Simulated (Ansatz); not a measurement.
GeNH$_{3}$F$_{3}$: several calculations on one system

Part 1: Relaxation

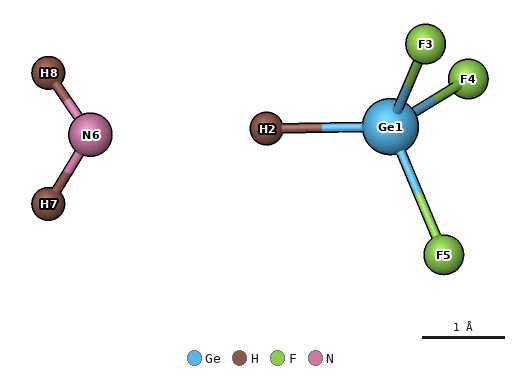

GeNH3F3 (multiplicity 2), before the relaxation. Style: ball-and-stick. Shown at a tilt.

The run prepares an end point of a later path (reaction) calculation, from a guessed geometry.

Level of theory: UKS PBE-D4/def2-SVP (Ansatz 0.2.0).

Input file:
```yaml
crystal:
  periodic: [false, false, false]
  atoms:
    - { symbol: Ge, position_ang: [0.036555, -0.019801, -0.177793] }
    - { symbol: H, position_ang: [0.146607, -0.08517, 1.363619] }
    - { symbol: F, position_ang: [1.579041, 0.012868, -0.984656] }
    - { symbol: F, position_ang: [-0.811107, 1.389589, -0.751492] }
    - { symbol: F, position_ang: [-0.815832, -1.374368, -0.865967] }
    - { symbol: "N", position_ang: [0.102914, -0.067922, 3.619334] }
    - { symbol: H, position_ang: [-0.555252, -0.607164, 4.227533] }
    - { symbol: H, position_ang: [0.318674, 0.751968, 4.231222] }
magnetization:
  spin_polarized: true
  initial_magnetization: 1
basis:
  gaussian: { orbitals: def2-SVP }
hamiltonian:
  xc: pbe
  dispersion: d4
relax:
  f_tol: 0.03
  max_steps: 50
output:
  orbitals: {}
```

Run as
```bash
ansatz run input.yaml --threads 4 --pin off --max-ram 5120MiB --backend cpu --events-out ev --progress --plain --runs-dir out
```

What does the optimiser find from here?

The atom that moves furthest after the best rigid fit is N6 (0.093 Å). By element the largest moves are N 0.093 Å, H 0.078 Å, F 0.071 Å, Ge 0.046 Å. The energy falls by 0.18 kcal/mol in 3 accepted moves (4 points after the start). Largest force component: 0.075 eV/Å at the start, 0.013 eV/Å at the end. The line search rejected the trial step at point 1 of the run. Cost: 9 s on 4 threads of Arm Neoverse V1 (shared host), peak memory 0.18 GiB.

Final geometry:

```xyz
8

Ge    0.0286   -0.0171   -0.1329
H     0.1060   -0.0641    1.4123
F     1.5850    0.0077   -0.9142
F    -0.8059    1.3882   -0.7365
F    -0.8099   -1.3767   -0.8278
N     0.0710   -0.0452    3.5352
H    -0.5239   -0.6319    4.1610
H     0.3508    0.7393    4.1645
```

After the run, drawn alike:

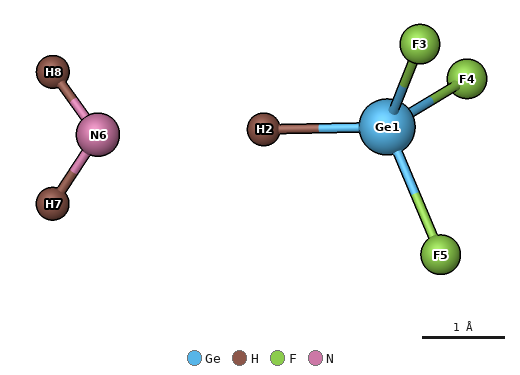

Limits of the set-up: the start holds two separate molecules, 2.3 Å apart at their closest, whose relative position is a soft coordinate.

Part 2: Relaxation

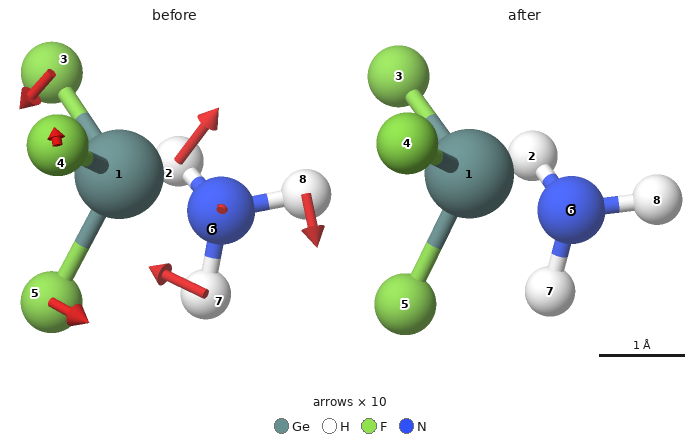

The structure of GeNH₃F₃ (multiplicity 2) before (left) and after (right) a relaxation, at one scale. The red arrows give the displacements, 10 times their true length.

The picture is a ball-and-stick view, seen from a free direction.

The run prepares an end point of a later path (reaction) calculation, from a guessed geometry.

Method: UKS PBE-D4/def2-SVP in Ansatz 0.2.0. Settings: collinear spin; force threshold 0.03 eV/Å; at most 50 steps.

### Summarise the run.

Over 3 accepted moves (4 points after the start) the energy falls by 0.16 kcal/mol. The largest force component goes from 0.5 to 0.014 eV/Å. The line search rejected the trial step at point 3 of the run. The largest move after the best rigid fit is that of H2, 0.087 Å. Largest moves by element: H 0.087 Å, F 0.067 Å, N 0.010 Å, Ge 0.007 Å. Near-neighbour distances that change, for instance: H2–N6 1.043 → 1.029 Å.

Part 3: Path

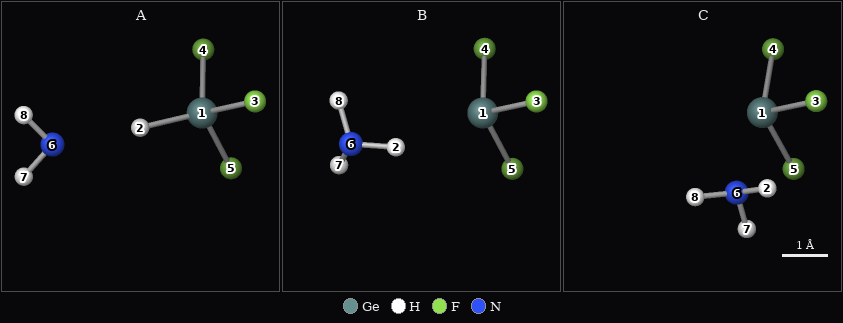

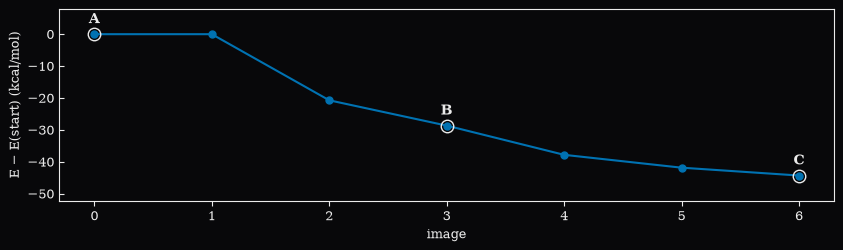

A search for the minimum-energy path of GeNH$_{3}$F$_{3}$ (multiplicity 2) by the nudged elastic band. Images are numbered from 0 (start) to 6 (end). Frames A to C are images 0, 3, 6. A ball-and-stick model, seen at a tilt.

The calculation used UKS PBE-D4/def2-SVP (Ansatz 0.2.0). Settings: 5 movable images; climbing image; force threshold 0.03 eV/Å; iteration limit 60; starting path through a guess of the saddle point.

Read off the barrier and say what moves.

No barrier shows: the energy is highest at the start, and the end lies 44.3 kcal/mol below the start. A hydrogen atom shifts from one atom to another. Breaking: Ge1–H2 (1.55 → 2.73 Å). Forming: H2–N6 (2.12 → 1.03 Å). The band converged in 16 iterations. The largest component of the band force went from 10 to 0.027 eV/Å.

Cost: 2.2 min on 4 threads of Arm Neoverse V1, on a shared host, peak memory 0.24 GiB.
